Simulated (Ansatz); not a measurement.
**Si₃NH₇: geometry and vibrations**

Aim: relax Si₃NH₇ from a cheap starting geometry, then compute its harmonic vibrations to see whether it is a minimum and to get the zero-point energy and entropy, and look at its orbitals and charge.

Program: Ansatz 0.2.0, Gaussian basis. Level of theory: RKS PBE0-D4/def2-TZVP. These are calculated values, not measurements.

Levels to be run: relaxation at PBE-D4/def2-SVP; relaxation at PBE0-D4/def2-TZVP; harmonic vibrations at the same level; a single point in def2-TZVPP for the fields.

### 1 Where the work starts

SMILES `[SiH]N([SiH3])[SiH3]`, 11 atoms, charge 0, spin multiplicity 1.

Atoms are counted from 1 here; the program's logs count them from 0.

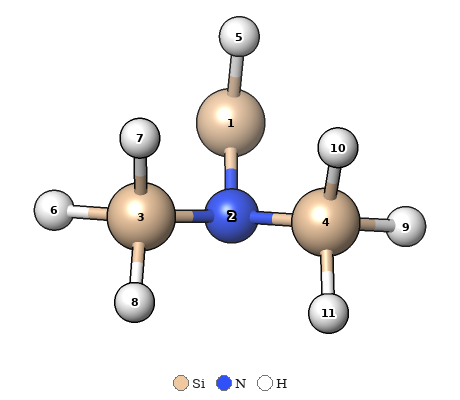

The starting geometry (silicon light orange, nitrogen blue, hydrogen white); atoms are numbered from 1 in the order of the file.

Geometry (Å):

```csv
atom,x (Å),y (Å),z (Å)
Si1,-0.9293,1.7442,0.0309
N2,-0.6325,0.1928,0.4652
Si3,0.9005,0.0653,1.0796
Si4,-0.7512,-0.8516,-0.8388
H5,-0.0492,2.2387,-1.0632
H6,1.0679,0.9938,2.2530
H7,1.9879,0.4089,0.0839
H8,1.1972,-1.2981,1.5803
H9,-2.2101,-0.7335,-1.3032
H10,0.1268,-0.5593,-1.9108
H11,-0.6426,-2.2582,-0.3563
```

The start is a force-field geometry with small random shifts, so a cheaper pass at PBE-D4/def2-SVP comes first.

### 2 Relaxation at PBE-D4/def2-SVP (cheap first pass)

in.yaml

```yaml
crystal:
  periodic: [false, false, false]
  atoms:
    - {symbol: Si, position_ang: [-0.929300, 1.744200, 0.030900]}
    - {symbol: N, position_ang: [-0.632500, 0.192800, 0.465200]}
    - {symbol: Si, position_ang: [0.900500, 0.065300, 1.079600]}
    - {symbol: Si, position_ang: [-0.751200, -0.851600, -0.838800]}
    - {symbol: H, position_ang: [-0.049200, 2.238700, -1.063200]}
    - {symbol: H, position_ang: [1.067900, 0.993800, 2.253000]}
    - {symbol: H, position_ang: [1.987900, 0.408900, 0.083900]}
    - {symbol: H, position_ang: [1.197200, -1.298100, 1.580300]}
    - {symbol: H, position_ang: [-2.210100, -0.733500, -1.303200]}
    - {symbol: H, position_ang: [0.126800, -0.559300, -1.910800]}
    - {symbol: H, position_ang: [-0.642600, -2.258200, -0.356300]}
basis:
  gaussian: {orbitals: def2-SVP}
hamiltonian: {xc: pbe, dispersion: d4}
relax: {f_tol: 0.03, max_steps: 200}
```

The run is started by

```sh
$ ansatz run in.yaml --threads 2 --pin off --events-out ev --progress --plain --max-ram 32768MiB --backend cpu
```

The program printed, cut to the lines that bear on the results:

```text
Functional definition: PBE
  name "PBE"
  cite "Perdew, Burke & Ernzerhof, Phys. Rev. Lett. 77, 3865 (1996) doi:10.1103/PhysRevLett.77.3865"
  parent pbe
[...]
1166 factors; their error is unknown
[...]
mean field -25211.54358973 eV, -926.5071379246 hartree, gradient 1.0e-5 eV, S^2 0.000000; 0 other end points of the search recorded, 0 dependent functions left out
[...]
reference -25211.54362879 eV, -926.5071393598 hartree; 28, 28 occupied and 75, 75 virtual orbitals, 1166 factors
relax step   1: F+E_penalty+E_count = -25211.88478247 eV  Δ(F+E_penalty+E_count) = +0.000e0 eV  max|allowed force component| = 5.341e0 eV/Å  Δτ_max = 0.0000 Å  (30 SCF iters, accepted)
[...]
relax step   5: F+E_penalty+E_count = -25213.44295788 eV  Δ(F+E_penalty+E_count) = -9.395e-2 eV  max|allowed force component| = 4.888e-1 eV/Å  Δτ_max = 0.1967 Å  (30 SCF iters, accepted)
[...]
relax step   9: F+E_penalty+E_count = -25213.94526197 eV  Δ(F+E_penalty+E_count) = -1.229e-1 eV  max|allowed force component| = 4.571e-1 eV/Å  Δτ_max = 0.1999 Å  (30 SCF iters, accepted)
[...]
relax step  13: F+E_penalty+E_count = -25214.05636015 eV  Δ(F+E_penalty+E_count) = -1.216e-2 eV  max|allowed force component| = 8.339e-2 eV/Å  Δτ_max = 0.1406 Å  (29 SCF iters, accepted)
[...]
relax step  17: F+E_penalty+E_count = -25214.06346640 eV  Δ(F+E_penalty+E_count) = -9.313e-4 eV  max|allowed force component| = 5.446e-3 eV/Å  Δτ_max = 0.0330 Å  (30 SCF iters, accepted)
[...]
relax step  18: F+E_penalty+E_count = -25214.06371378 eV  Δ(F+E_penalty+E_count) = -2.474e-4 eV  max|allowed force component| = 1.641e-2 eV/Å  Δτ_max = 0.0425 Å  (29 SCF iters, accepted)
1166 factors; their error is unknown
mean field -25213.74212913 eV, -926.5879327574 hartree, gradient 6.0e-6 eV, S^2 0.000000; 1 other end points of the search recorded, 0 dependent functions left out
[...]
reference -25213.74216948 eV, -926.5879342401 hartree; 28, 28 occupied and 75, 75 virtual orbitals, 1166 factors
Total energy: -25214.06375413 eV, -926.5997522580 hartree
Atom 0 at    -0.625204     2.135057     0.013605 Å, force    -0.005666     0.005180    -0.006271 eV/Å
Atom 1 at    -0.057810     0.464785     0.101155 Å, force     0.003221     0.003484     0.002949 eV/Å
Atom 2 at     1.092161    -0.041090     1.365406 Å, force     0.006496    -0.008696     0.007141 eV/Å
Atom 3 at    -0.649359    -0.722406    -1.099854 Å, force    -0.000660    -0.016405    -0.009942 eV/Å
Atom 4 at    -1.528814     1.871265    -1.236138 Å, force     0.001945     0.005693     0.006558 eV/Å
Atom 5 at     1.393210     1.163536     2.211003 Å, force    -0.002795    -0.006173    -0.006663 eV/Å
Atom 6 at     2.357664    -0.566114     0.741760 Å, force    -0.010389     0.003441     0.005603 eV/Å
Atom 7 at     0.492243    -1.131925     2.211615 Å, force     0.005704     0.007987    -0.006152 eV/Å
Atom 8 at    -2.141545    -0.866313    -1.006501 Å, force     0.015115    -0.000033    -0.002241 eV/Å
Atom 9 at    -0.255201    -0.307675    -2.488635 Å, force    -0.005449    -0.004136     0.012706 eV/Å
Atom 10 at    -0.011945    -2.056120    -0.792816 Å, force    -0.007522     0.009659    -0.003688 eV/Å
Dipole moment:     0.048760    -0.176493    -0.004820 e Å
```

Wall time 38 s (2 threads of AMD EPYC 7R13, shared host).

Along the way: (the energy doesn't fall at every step)

```csv
step,energy from step 1 (eV),largest force component (eV/Å)
1,0.0000,5.3412
2,-1.1206,2.1427
3,-1.3883,0.3022
4,-1.4642,0.4146
5,-1.5582,0.4888
6,-1.6795,0.6436
7,-1.8243,0.6513
8,-1.9376,0.6006
9,-2.0605,0.4571
10,-2.1048,0.5932
11,-2.1339,0.2916
12,-2.1594,0.1905
13,-2.1716,0.0834
14,-2.1696,0.2718
15,-2.1723,0.1441
16,-2.1778,0.0355
17,-2.1787,0.0054
18,-2.1789,0.0164
```

The force was under the threshold of 0.03 eV/Å already at step 17, but the program went on to step 18.

Close pairs (by a distance rule), those that changed most:

```csv
bond,before (Å),after (Å),change (Å)
Si1–N2,1.638,1.766,+0.128
N2–Si3,1.656,1.782,+0.126
N2–Si4,1.675,1.789,+0.114
Si4–H10,1.416,1.502,+0.086
Si1–H5,1.489,1.565,+0.076
Si4–H9,1.536,1.502,-0.034
Si3–H8,1.482,1.505,+0.023
Si4–H11,1.491,1.510,+0.019
```

### 3 Geometry optimisation, PBE0-D4/def2-TZVP

in.yaml

```yaml
crystal:
  periodic: [false, false, false]
  atoms:
    - {symbol: Si, position_ang: [-0.625204, 2.135057, 0.013605]}
    - {symbol: N, position_ang: [-0.057810, 0.464785, 0.101155]}
    - {symbol: Si, position_ang: [1.092161, -0.041090, 1.365406]}
    - {symbol: Si, position_ang: [-0.649359, -0.722406, -1.099854]}
    - {symbol: H, position_ang: [-1.528814, 1.871265, -1.236138]}
    - {symbol: H, position_ang: [1.393210, 1.163536, 2.211003]}
    - {symbol: H, position_ang: [2.357664, -0.566114, 0.741760]}
    - {symbol: H, position_ang: [0.492243, -1.131925, 2.211615]}
    - {symbol: H, position_ang: [-2.141545, -0.866313, -1.006501]}
    - {symbol: H, position_ang: [-0.255201, -0.307675, -2.488635]}
    - {symbol: H, position_ang: [-0.011945, -2.056120, -0.792816]}
basis:
  gaussian: {orbitals: def2-TZVP}
hamiltonian: {xc: pbe0, dispersion: d4}
relax: {f_tol: 0.005, max_steps: 150}
```

The run is started by

```sh
$ ansatz run in.yaml --threads 2 --pin off --events-out ev --progress --plain --max-ram 32768MiB --backend cuda --devices 0, --max-vram 18GiB
```

The program printed, cut to the lines that bear on the results:

```text
Functional definition: PBE0
  name "PBE0"
  cite "Adamo & Barone, J. Chem. Phys. 110, 6158 (1999) doi:10.1063/1.478522"
  cite "Perdew, Burke & Ernzerhof, Phys. Rev. Lett. 77, 3865 (1996) doi:10.1103/PhysRevLett.77.3865"
  parent pbe
[...]
1267 factors; their error is unknown
[...]
mean field -25226.46803944 eV, -927.0556013353 hartree, gradient 1.6e-5 eV, S^2 0.000000; 0 other end points of the search recorded, 0 dependent functions left out
[...]
reference -25226.46807645 eV, -927.0556026955 hartree; 28, 28 occupied and 156, 156 virtual orbitals, 1267 factors
relax step   1: F+E_penalty+E_count = -25226.74199069 eV  Δ(F+E_penalty+E_count) = +0.000e0 eV  max|allowed force component| = 8.923e-1 eV/Å  Δτ_max = 0.0000 Å  (27 SCF iters, accepted)
[...]
Atom 1 at    -0.054011     0.455326     0.101155 Å, force     0.002281     0.000823     0.003199 eV/Å
Atom 2 at     1.073201    -0.040836     1.341718 Å, force    -0.000458    -0.000690    -0.001075 eV/Å
Atom 3 at    -0.636630    -0.705717    -1.078237 Å, force    -0.000738     0.001638    -0.000376 eV/Å
Atom 4 at    -1.510640     1.841003    -1.222523 Å, force     0.000375    -0.001416     0.000081 eV/Å
Atom 5 at     1.373940     1.146918     2.179003 Å, force     0.000566    -0.000381     0.000356 eV/Å
Atom 6 at     2.321851    -0.560345     0.725759 Å, force    -0.000362    -0.000406    -0.000057 eV/Å
Atom 7 at     0.479679    -1.117182     2.176914 Å, force    -0.000313     0.000123    -0.000181 eV/Å
Atom 8 at    -2.109783    -0.848683    -0.987453 Å, force     0.000177    -0.000456    -0.000007 eV/Å
Atom 9 at    -0.249913    -0.296471    -2.450056 Å, force    -0.000138    -0.000154     0.000016 eV/Å
Atom 10 at    -0.006702    -2.022466    -0.774465 Å, force     0.000264     0.000049    -0.000143 eV/Å
Dipole moment:     0.031848    -0.133869    -0.010180 e Å
```

Run time: 13 s. Hardware: 1 × H100 (card shared with other runs) with 2 threads of AMD EPYC 7R13, shared host; peak host memory 0.82 GiB.

Step by step:

```csv
step,energy from step 1 (eV),largest force component (eV/Å)
1,0.0000,0.8923
2,-0.0572,0.4366
3,-0.0689,0.0185
4,-0.0690,0.0078
5,-0.0690,0.0032
```

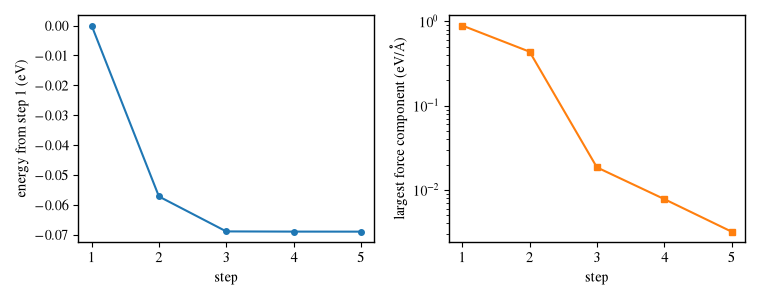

Energy and force, step by step.

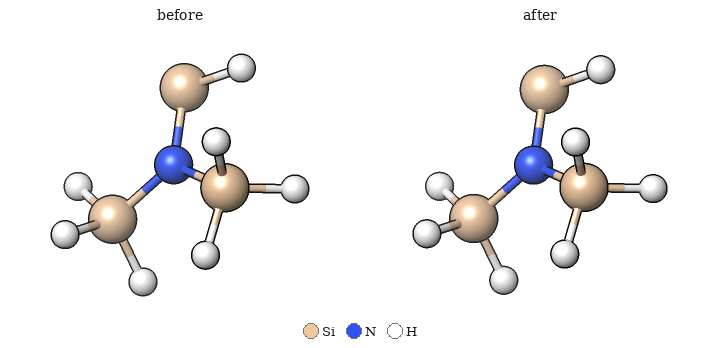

The geometry before (left) and after (right).

Close pairs (by a distance rule), those that changed most:

```csv
bond,before (Å),after (Å),change (Å)
N2–Si4,1.789,1.755,-0.035
N2–Si3,1.782,1.748,-0.034
Si1–N2,1.766,1.732,-0.034
Si1–H5,1.565,1.543,-0.022
Si3–H7,1.505,1.486,-0.019
Si3–H8,1.505,1.486,-0.019
Si4–H9,1.502,1.483,-0.019
Si4–H10,1.502,1.483,-0.019
```

Mulliken charges of the relaxed molecule (report file):

```csv
atom,value (e)
Si1,0.10
N2,-0.31
Si3,0.18
Si4,0.18
H5,-0.05
H6,-0.01
H7,-0.02
H8,-0.02
H9,-0.01
H10,-0.01
H11,-0.02
```

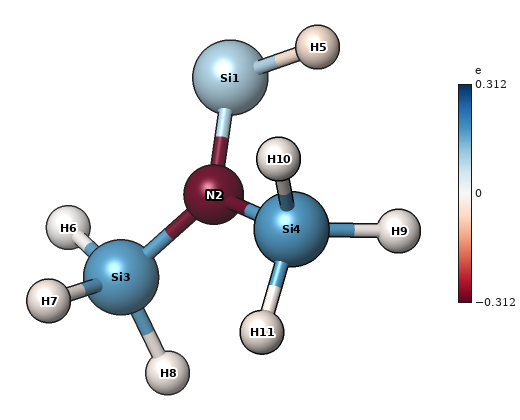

Mulliken charges of the relaxed molecule (report file), as colours on the atoms.

### 4 Force constants and modes

in.yaml

```yaml
crystal:
  periodic: [false, false, false]
  atoms:
    - {symbol: Si, position_ang: [-0.615592, 2.091452, 0.008784]}
    - {symbol: N, position_ang: [-0.054011, 0.455326, 0.101155]}
    - {symbol: Si, position_ang: [1.073201, -0.040836, 1.341718]}
    - {symbol: Si, position_ang: [-0.636630, -0.705717, -1.078237]}
    - {symbol: H, position_ang: [-1.510640, 1.841003, -1.222523]}
    - {symbol: H, position_ang: [1.373940, 1.146918, 2.179003]}
    - {symbol: H, position_ang: [2.321851, -0.560345, 0.725759]}
    - {symbol: H, position_ang: [0.479679, -1.117182, 2.176914]}
    - {symbol: H, position_ang: [-2.109783, -0.848683, -0.987453]}
    - {symbol: H, position_ang: [-0.249913, -0.296471, -2.450056]}
    - {symbol: H, position_ang: [-0.006702, -2.022466, -0.774465]}
basis:
  gaussian: {orbitals: def2-TZVP}
hamiltonian: {xc: pbe0, dispersion: d4}
phonons: {temperatures: {t_min: 298.15, t_max: 900, t_step: 200}}
```

The command is unchanged.

The program printed, cut to the lines that bear on the results:

```text
Functional definition: PBE0
  name "PBE0"
  cite "Adamo & Barone, J. Chem. Phys. 110, 6158 (1999) doi:10.1063/1.478522"
  cite "Perdew, Burke & Ernzerhof, Phys. Rev. Lett. 77, 3865 (1996) doi:10.1103/PhysRevLett.77.3865"
  parent pbe
[...]
1267 factors; their error is unknown
[...]
mean field -25226.53364378 eV, -927.0580122502 hartree, gradient 1.4e-5 eV, S^2 0.000000; 0 other end points of the search recorded, 0 dependent functions left out
[...]
reference -25226.53368043 eV, -927.0580135973 hartree; 28, 28 occupied and 156, 156 virtual orbitals, 1267 factors
[...]
1267 factors; their error is unknown
mean field -25226.53359599 eV, -927.0580104939 hartree, gradient 1.6e-6 eV, S^2 0.000000; 0 other end points of the search recorded, 0 dependent functions left out
[...]
reference -25226.53363265 eV, -927.0580118411 hartree; 28, 28 occupied and 156, 156 virtual orbitals, 1267 factors
[...]
Atom 4 at    -1.510640     1.841003    -1.222523 Å, force     0.000353    -0.001392     0.000063 eV/Å
Atom 5 at     1.373940     1.146918     2.179003 Å, force     0.000560    -0.000378     0.000353 eV/Å
Atom 6 at     2.321851    -0.560345     0.725759 Å, force    -0.000378    -0.000409    -0.000058 eV/Å
Atom 7 at     0.479679    -1.117182     2.176914 Å, force    -0.000316     0.000120    -0.000191 eV/Å
Atom 8 at    -2.109783    -0.848683    -0.987453 Å, force     0.000185    -0.000442    -0.000005 eV/Å
Atom 9 at    -0.249913    -0.296471    -2.450056 Å, force    -0.000140    -0.000138     0.000013 eV/Å
Atom 10 at    -0.006702    -2.022466    -0.774465 Å, force     0.000263     0.000057    -0.000139 eV/Å
Dipole moment:     0.031847    -0.133871    -0.010181 e Å
Vibrations: 124.76 144.45 169.46 189.45 205.68 393.21 491.43 641.62 682.90 687.60 729.46 821.59 937.03 937.93 940.45 947.70 950.51 964.85 1005.66 1033.11 1947.59 2199.63 2225.72 2226.88 2239.76 2242.40 2244.16 cm⁻¹, zero-point energy 1.755925 eV
```

It took 94 s on 1 × H100 (card shared with other runs) with 2 threads of AMD EPYC 7R13, shared host; peak host memory 0.83 GiB.

Motions are named by where the mode's potential energy lies. Wavenumbers, unscaled:

```csv
mode,cm⁻¹,motion
1,125,torsion
2,144,torsion
3,169,bend
4,189,bend
5,206,torsion
6,393,torsion
7,491,Si–N stretch
8,642,bend
9,683,bend
10,688,bend
11,729,bend
12,822,bend with Si–N stretch
13,937,bend
14,938,bend with torsion
15,940,bend
16,948,bend
17,951,bend with torsion
18,965,bend with torsion
19,1006,bend with Si–N stretch
20,1033,Si–N stretch with bend
21,1948,Si–H stretch
22,2200,Si–H stretch
23,2226,Si–H stretch
24,2227,Si–H stretch
25,2240,Si–H stretch
26,2242,Si–H stretch
27,2244,Si–H stretch
```

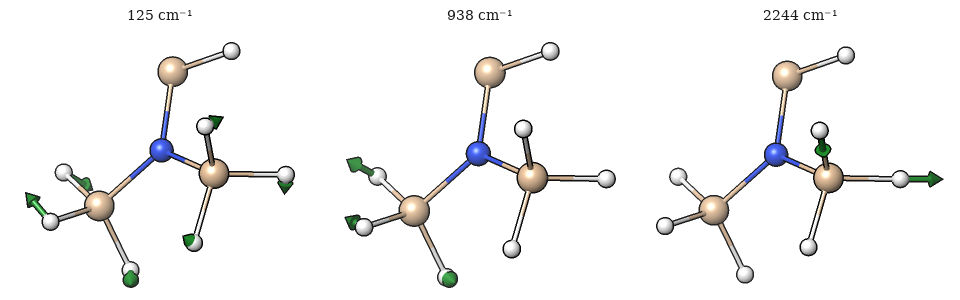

Displacements of 3 modes, as arrows.

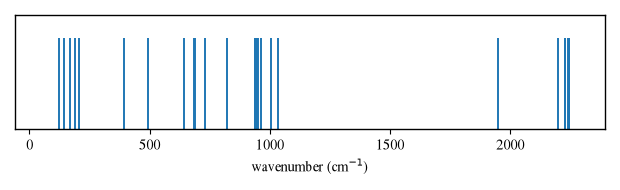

The harmonic wavenumbers as sticks (no intensities were computed).

From these modes and the moments of inertia (298.15 K, 1 bar, symmetry number 1):

```csv
term,value
zero-point energy,40.5 kcal/mol
H(298) − E,45.7 kcal/mol
"entropy, translation",166.9 J/(mol K)
"entropy, rotation",114.1 J/(mol K)
"entropy, vibration",69.3 J/(mol K)
"entropy, total",350.4 J/(mol K)
```

### 5 A single point for the fields

Changes to in.yaml since step 4:

```diff
@@ -15,4 +15,4 @@
 basis:
-  gaussian: {orbitals: def2-TZVP}
+  gaussian: {orbitals: def2-TZVPP}
 hamiltonian: {xc: pbe0, dispersion: d4}
-phonons: {temperatures: {t_min: 298.15, t_max: 900, t_step: 200}}
+output: {orbitals: {seedname: orbitals}}
```

The run is started by

```sh
$ ansatz run in.yaml --threads 2 --pin off --events-out ev --progress --plain --max-ram 32768MiB --backend cpu
```

The program printed:

```text
Functional definition: PBE0
  name "PBE0"
  cite "Adamo & Barone, J. Chem. Phys. 110, 6158 (1999) doi:10.1063/1.478522"
  cite "Perdew, Burke & Ernzerhof, Phys. Rev. Lett. 77, 3865 (1996) doi:10.1103/PhysRevLett.77.3865"
  parent pbe
  parameter a = 0.25
  parameter kappa = 0.804
  parameter beta = 0.06672455060314922
  exchange = (1 - a)*pbe_x(kappa = kappa, mu = beta*pi^2/3) + a*exact_x
  correlation = pbe_c(beta = beta)
1441 factors; their error is unknown
mean field evaluation 1: about -25219.3733 eV, gradient 6.1e1 eV
mean field evaluation 2: about -25190.6634 eV, gradient 1.2e2 eV
mean field evaluation 4: about -25226.4667 eV, gradient 4.5e0 eV
mean field evaluation 8: about -25226.5158 eV, gradient 3.6e-2 eV
mean field -25226.56645225 eV, -927.0592179392 hartree, gradient 8.8e-5 eV, S^2 0.000000; 0 other end points of the search recorded, 0 dependent functions left out
reference -25226.56648837 eV, -927.0592192668 hartree; 28, 28 occupied and 227, 227 virtual orbitals, 1441 factors
Total energy: -25226.84381974 eV, -927.0694110067 hartree
```

Wall time 8.5 s (2 threads of AMD EPYC 7R13, shared host); peak memory 0.68 GiB.

Orbitals, density, ELF and potential are computed afterwards from the orbital file.

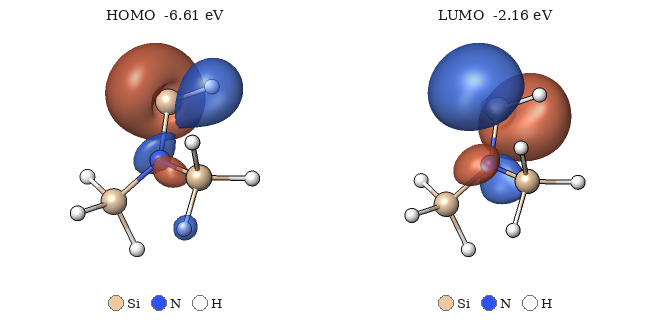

Frontier orbitals at PBE0-D4/def2-TZVPP; each surface holds 70 % of the orbital's density, blue and red mark the sign.

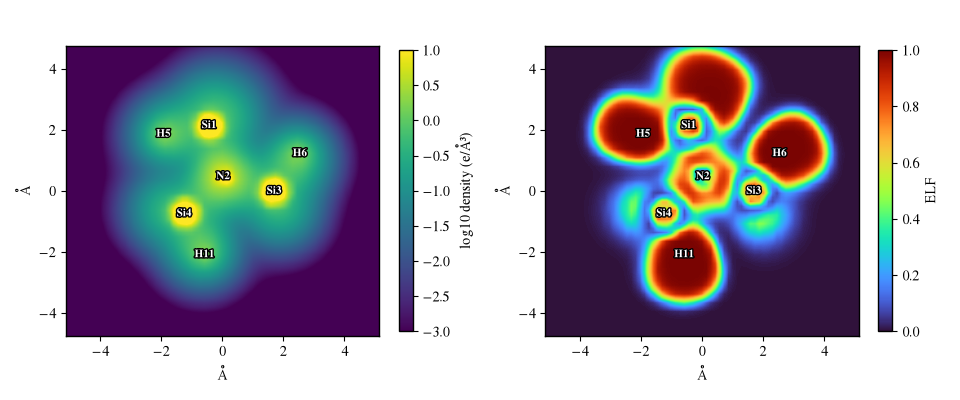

Density (left) and ELF (right) in a plane through or near 7 of the atoms.

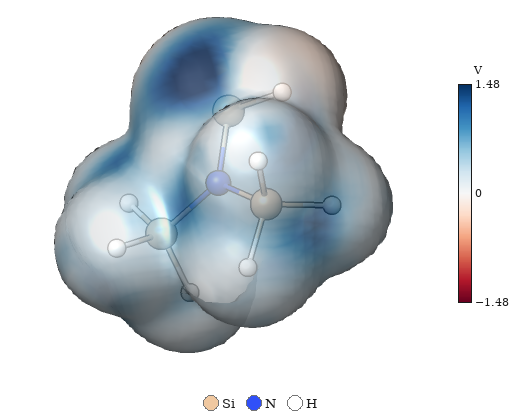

Electrostatic potential on the surface of density 0.002 e/bohr³; red is low, blue high. It runs, from the 1st to the 99th percentile, from -0.77 to 1.48 V.

### 6 Outcome

```
                  quantity            value
               point group               Cs
                     steps           18 + 5
shift from the start (rms)          0.799 Å
              total energy   -25226.8110 eV
           dispersion term         -277 meV
             dipole moment           0.66 D
lowest, highest wavenumber   125, 2244 cm⁻¹
         zero-point energy    40.5 kcal/mol
       entropy at 298.15 K  350.4 J/(mol K)
                HOMO, LUMO  -6.61, -2.16 eV
```

In words: The relaxed geometry lies 0.80 Å (rms) from the start; the bond that changed most is Si1–N2, from 1.638 to 1.732 Å. No mode is imaginary: a true minimum at this level. The stiffest mode, 2244 cm⁻¹, is an Si–H stretch, and 4 modes under 200 cm⁻¹ make the vibrational entropy uncertain. Harmonic hybrid wavenumbers usually lie a few per cent above measured fundamentals. The largest Mulliken charge, -0.31 e, sits on N2. The HOMO lies mostly on Si1 65 %; H5 21 % and the LUMO on Si1 68 %; H5 13 %.
